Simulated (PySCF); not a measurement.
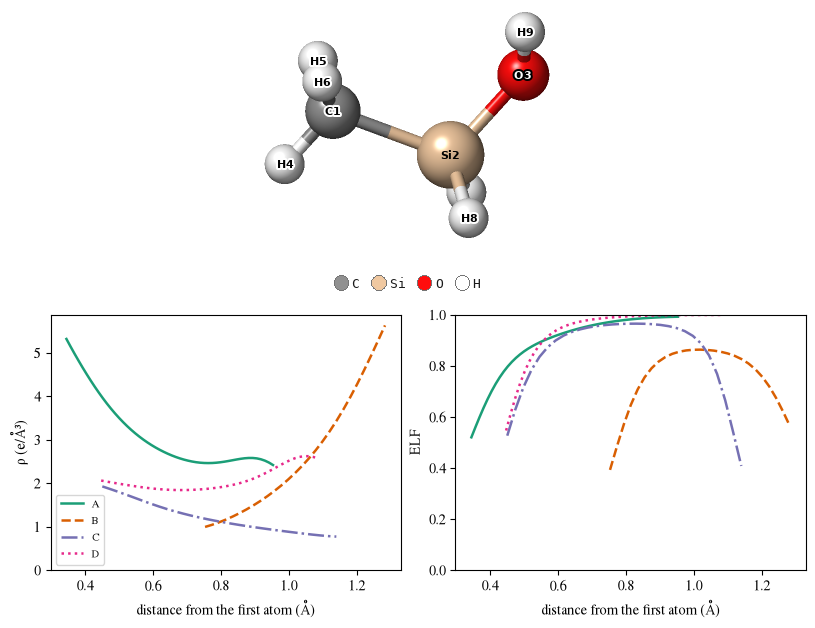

Figure 1: CH₆OSi (SMILES C[SiH2]O). Electron density and electron localisation function along straight lines between neighbouring atoms. The curves leave out the atomic cores. The structure is drawn too.

Geometry: GFN2-xTB.

Theory: PBE0/pcSseg-1, SCF density, gas phase, non-relativistic in PySCF 2.14.0.

Input file:

```
{"job": {"kind": "nmr", "xc": "PBE0", "basis": "pcSseg-1"}, "charge": 0, "multiplicity": 1}
C     -1.170078    -0.046910    -0.019363
Si     0.690882    -0.417874     0.052893
O      1.578562     0.864816    -0.415328
H     -1.753825    -0.933938     0.204250
H     -1.467419     0.299552    -1.005757
H     -1.460249     0.719089     0.696272
H      1.096077    -1.414382    -0.929017
H      1.041040    -0.795281     1.426972
H      1.458572     1.730921    -0.036101
```

Command:

```sh
OMP_NUM_THREADS=1 python probes_run.py task.json out
```

Question: Which curve belongs to which contact (C–H, C–Si, O–H and Si–O)? The first atom named is at distance zero.

Answer: Curve A: O–H (0.95 Å): ρ at the midpoint is about 3.7 e/Å³; the ELF climbs to about 1 towards the hydrogen, as it does in any bond to H; an ordinary covalent bond to hydrogen. Curve B: Si–O (1.63 Å): the density is about 1.2 e/Å³ at the midpoint; the ELF peaks at about 0.85 between the atoms: a polar covalent bond. Curve C: C–Si (1.90 Å): ρ is about 0.93 e/Å³ halfway; the ELF peaks at about 0.95 between the atoms: localised, covalent bonding. Curve D: C–H (1.09 Å): the density is about 1.9 e/Å³ at the midpoint; the ELF climbs to about 1 towards the hydrogen: a covalent bond by its length.
